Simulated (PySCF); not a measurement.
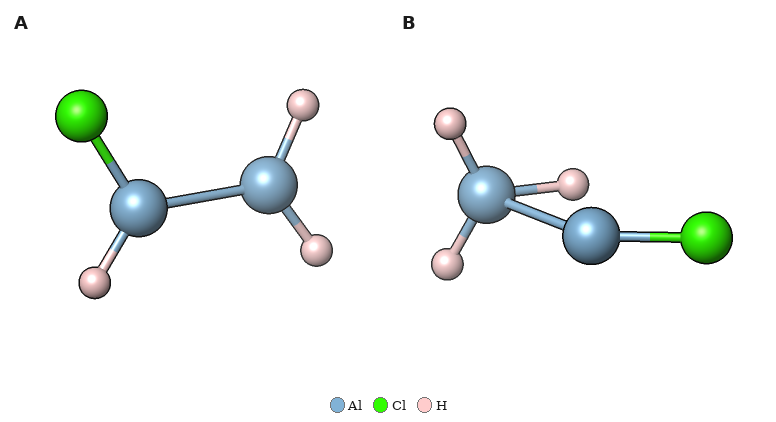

2 stationary structures of one formula. Geometries: PBE0-D4/def2-TZVP. Electronic energies: RHF-CCSD(T) (frozen core)/def2-TZVPP (PySCF 2.14.0), without zero-point energy. No frequency run is at hand to confirm each as a minimum.

Which structure is the most stable?

A is lowest (Cs); B lies 21.4 kJ/mol above it.
